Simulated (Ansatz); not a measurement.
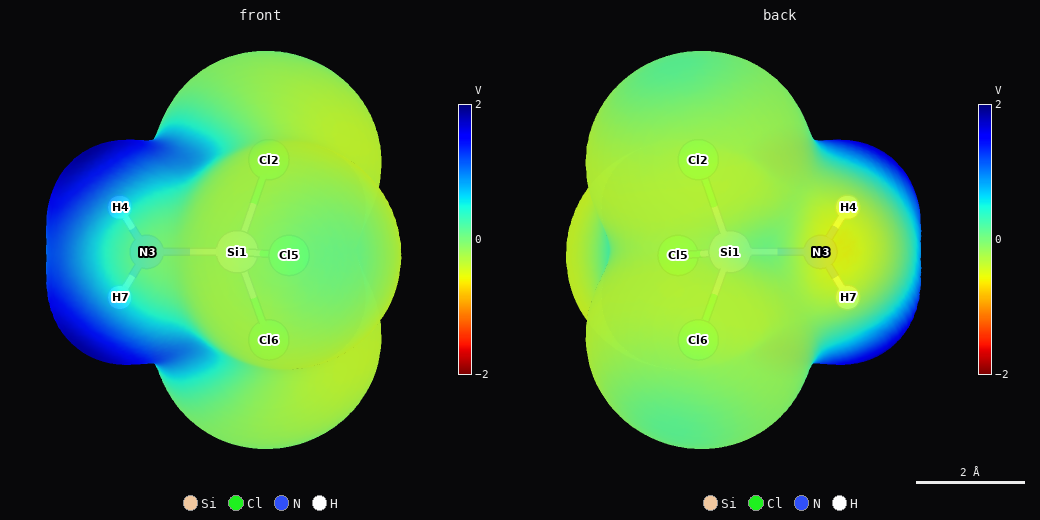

Figure 1: Cl3H2NSi. The electrostatic potential painted on the density surface at 0.001 e/bohr³, seen from the front and from behind; the colour scale runs from red (negative) to blue (positive).

The reactant side of a reaction path; geometry: PBE0-D4/def2-TZVP.

The calculation used RKS PBE0-D4/def2-TZVPP in Ansatz 0.2.0.

The calculation's input:

```
crystal:
  periodic: [false, false, false]
  atoms:
    - {symbol: Si, position_ang: [0.146594, -0.172171, 0.516720]}
    - {symbol: Cl, position_ang: [1.420264, -1.751422, 0.416212]}
    - {symbol: N, position_ang: [-0.352437, 0.202576, -1.046540]}
    - {symbol: H, position_ang: [0.308871, 0.230837, -1.805203]}
    - {symbol: Cl, position_ang: [1.129284, 1.321633, 1.504488]}
    - {symbol: Cl, position_ang: [-1.499425, -0.623815, 1.618029]}
    - {symbol: H, position_ang: [-1.153153, 0.792362, -1.203806]}
basis:
  gaussian: {orbitals: def2-TZVPP}
hamiltonian: {xc: pbe0, dispersion: d4}
output: {orbitals: {seedname: orbitals}}
```

Command:

```sh
ansatz run in.yaml --threads 4 --pin off --events-out ev --progress --plain --max-ram 9574MiB
```

Question: Where is the surface potential most negative and most positive?

Answer: The most negative region (about −0.6 V) lies over N3, the most positive (about +1.8 V) over H4 and H7. Cl2 shows a σ-hole: about +0.2 V at the tip opposite its bond, against about −0.3 V on its flanks. Cl6 shows a σ-hole: about +0.2 V at the tip opposite its bond, against about −0.2 V on its flanks.
